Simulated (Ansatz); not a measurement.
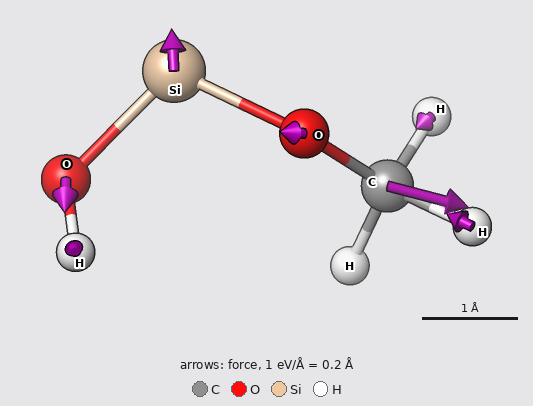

Starting geometry of CH₄O₂Si with the computed forces as purple arrows. The picture is a ball-and-stick view, seen face on.

The run prepares an end point of a later path (hydrogen shift) calculation, from a guessed geometry.

The calculation used RHF/6-31G* (Ansatz 0.2.0).

Input file:
```yaml
crystal:
  periodic: [false, false, false]
  atoms:
    - { symbol: C, position_ang: [-0.433, 1.0007, -0.1912] }
    - { symbol: O, position_ang: [0.7867, 0.4248, -0.0754] }
    - { symbol: Si, position_ang: [0.9599, -0.7408, 1.0735] }
    - { symbol: O, position_ang: [0.5645, -2.1742, 0.4416] }
    - { symbol: H, position_ang: [-0.4191, 1.7765, -1.0266] }
    - { symbol: H, position_ang: [-0.7621, 1.5876, 0.7153] }
    - { symbol: H, position_ang: [-1.2256, 0.3167, -0.468] }
    - { symbol: H, position_ang: [0.6207, -2.2484, -0.525] }
basis:
  gaussian: { orbitals: "6-31G*" }
hamiltonian:
  xc: hf
relax:
  f_tol: 0.02
  max_steps: 50
output:
  orbitals: {}
```

Run as
```bash
ansatz run input.yaml --threads 1 --pin off --max-ram 2048MiB --backend cpu --events-out ev --progress --plain --runs-dir out
```

Question: What follows when this structure is relaxed?

Answer: It isn't relaxed: the largest force vector, on C1, is 4.51 eV/Å. The final displacements have little in common with the starting forces (cosine between the two patterns 0.06). The atom that moves furthest after the best rigid fit is O2 (0.96 Å). Largest moves by element: O 0.96 Å, H 0.82 Å, Si 0.23 Å, C 0.21 Å. Near-neighbour distances that change, for instance: C1–H5 1.140 → 1.083 Å, C1–O2 1.354 → 1.403 Å, C1–H6 1.129 → 1.086 Å, Si3–O4 1.616 → 1.640 Å. Bond angles that change, for instance: O2–Si3–O4 109.2° → 99.0°, C1–O2–Si3 117.1° → 126.6°, O2–C1–H7 114.4° → 109.4°. Groups turn about O2–Si3 by about 90°, C1–O2 by about 60°, Si3–O4 by about 25°. The energy falls by 15.7 kcal/mol in 10 accepted moves (11 points after the start). Largest force component: 3.7 eV/Å at the start, 0.01 eV/Å at the end. The line search rejected the trial step at point 10 of the run. Cost: 12 s on 1 thread of Intel(R) Xeon(R) Platinum 8488C (Sapphire Rapids), on a shared host, peak memory 0.14 GiB.
